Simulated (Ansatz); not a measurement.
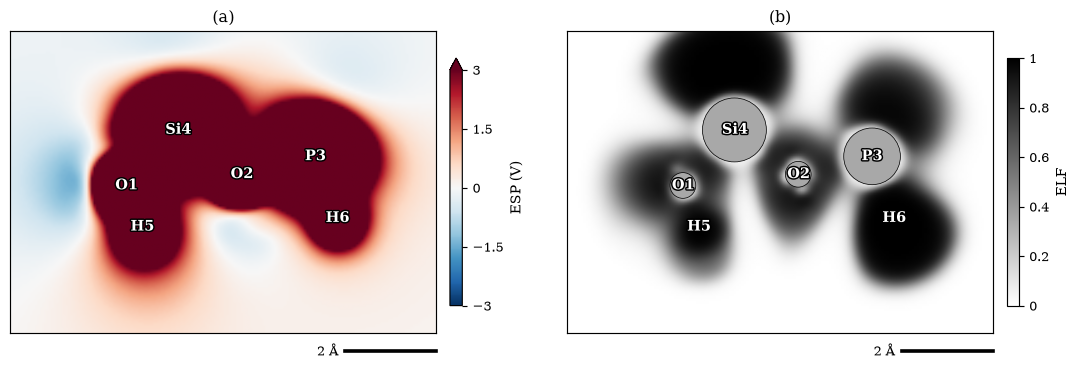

Figure 1: H2O2PSi (SMILES O[Si]O[PH]) (doublet). (a) molecular electrostatic potential; (b) electron localisation function on the molecular plane. Grey discs cover the atomic cores in the ELF map.

Geometry: PBE0-D3(BJ)/def2-SVP.

Computed with isolated molecule in a Gaussian basis; Kohn-Sham density functional theory, functional PBE0 (Ansatz 0.2.0).

Input

```
crystal:
  periodic: [false, false, false]
  atoms:
    - {symbol: O, position_ang: [1.746978, -0.472243, -0.383880]}
    - {symbol: O, position_ang: [1.357600, 1.648626, 0.951486]}
    - {symbol: P, position_ang: [1.339355, 3.049890, 1.846698]}
    - {symbol: Si, position_ang: [2.610019, 0.554708, 0.590781]}
    - {symbol: H, position_ang: [0.815773, -0.250037, -0.523228]}
    - {symbol: H, position_ang: [-0.079457, 3.258378, 1.751657]}
basis:
  gaussian: {orbitals: def2-TZVPD}
magnetization: {spin_polarized: true, initial_magnetization: 1}
hamiltonian: {xc: pbe0}
output: {forces: true, orbitals: {seedname: orbitals}}
```

Run with:

```sh
ansatz run input.yaml --threads 1 --pin off --max-ram 2610MiB --events-out events.jsonl --progress --plain --runs-dir runs
```

What does the map show?

- The plane passes through O, P, Si and H nuclei.
- Si–O (1.66 Å): the ELF peaks at about 0.85 between the atoms: a shared but strongly polarised pair.
- P–O (1.66 Å): the ELF peaks at about 0.85 between the atoms: a shared but strongly polarised pair.
- O–H (0.97 Å): the ELF climbs to about 1 towards the hydrogen, as it does in any bond to H: a covalent bond by its length.
- Si–O (1.70 Å): the ELF peaks at about 0.85 between the atoms: a shared but strongly polarised pair.
- P–H (1.44 Å): the ELF climbs to about 1 towards the hydrogen.
- The ELF also peaks beside O2, O1, P3 and Si4, away from the bonds: non-bonding electrons, paired or unpaired.
- Outside the dense part of the molecule the potential is most negative (−1.4 V) near O1.
